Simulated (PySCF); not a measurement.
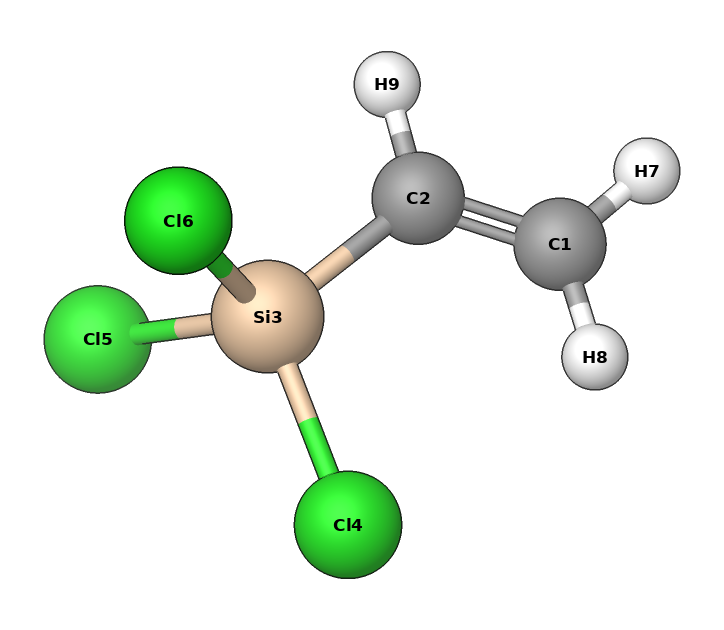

The geometry was computed by an optimisation with PBE0-D3(BJ)/def2-SVP. No frequency run is at hand to confirm it as a minimum. Method: TDDFT B3LYP/def2-SVPD, vertical, gas phase, core orbitals frozen in the response (PySCF 2.14.0), and the same with a continuum solvent (IEF-PCM, Bondi radii x 1.2, gas-phase geometry).

How do dipole (D), HOMO–LUMO gap (eV), lowest singlet (eV) change in chloroform (ε = 4.7), water (ε = 78.4)?

| medium | dipole (D) | HOMO–LUMO gap (eV) | lowest singlet (eV) |
| --- | --- | --- | --- |
| gas phase | 2.29 | 6.91 | 6.51 |
| chloroform | 2.82 | 6.92 | 6.55 |
| water | 3.05 | 6.92 | 6.56 |
